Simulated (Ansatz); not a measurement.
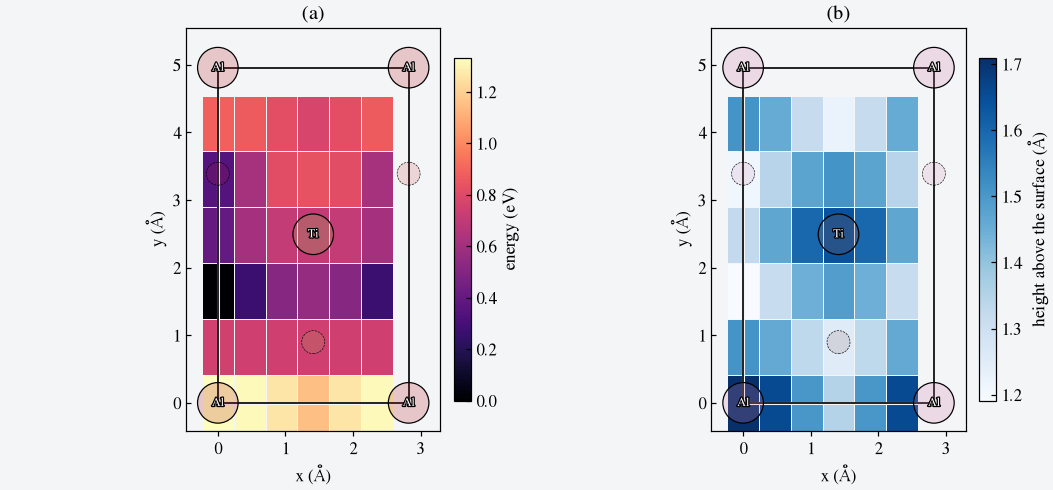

F on a TiAl(101) slab cut from the P4/mmm phase, its upper half relaxed before the scan (6 atoms of substrate and one adsorbate in a 1 × 1 cell). F is moved over the surface cell; relaxed at each place: the height of the adsorbate's atoms; substrate rigid; the origin of the map has the adsorbate above Al6. Places are given modulo a cell vector. The map is drawn in real space over the plane of the surface. The grid has 6 × 6 points; 24 points were computed and 12 follow by symmetry. Energies are in eV, from the lowest grid point. With one adsorbate in each 1 × 1 cell, its nearest image is 2.8 Å away, so neighbouring adsorbates interact. The runs have no spin polarisation; a magnetic state may lie lower. The calculation used DFT PBE, scalar-relativistic, plane waves, PAW (Ansatz). Settings: cutoff 420 eV, k-mesh 9×6×1, gaussian smearing 0.1 eV, no spin polarisation.

Panel (a) is the energy and panel (b) the computed height above the surface on the same grid.

Drawn: one coloured cell a grid point, labelled circles for the atoms of the top layer and small ones for the second layer, the outline of one cell of the plane.

Question: How does the height above the surface vary over the map, and what is it at the lowest grid point?

Answer: It runs from 1.19 Å at a threefold hollow (Al–Ti–Ti), (0/6, 2/6) of the cell vectors to 1.71 Å at the top site over a surface Al atom, (0/6, 0/6) of the cell vectors. At the lowest grid point, a threefold hollow (Al–Ti–Ti), (0/6, 2/6) of the cell vectors, it is 1.19 Å.

| second ↓, first → | 0/6 | 1/6 | 2/6 | 3/6 | 4/6 | 5/6 |
| --- | --- | --- | --- | --- | --- | --- |
| 5/6 | 1.51 | 1.46 | 1.32 | 1.23 | 1.32 | 1.46 |
| 4/6 | 1.21 | 1.35 | 1.47 | 1.51 | 1.47 | 1.35 |
| 3/6 | 1.33 | 1.47 | 1.60 | 1.64 | 1.60 | 1.47 |
| 2/6 | 1.19 | 1.32 | 1.45 | 1.49 | 1.45 | 1.32 |
| 1/6 | 1.51 | 1.46 | 1.33 | 1.25 | 1.33 | 1.46 |
| 0/6 | 1.71 | 1.66 | 1.50 | 1.35 | 1.50 | 1.66 |

PAW datasets: the set soft_1.
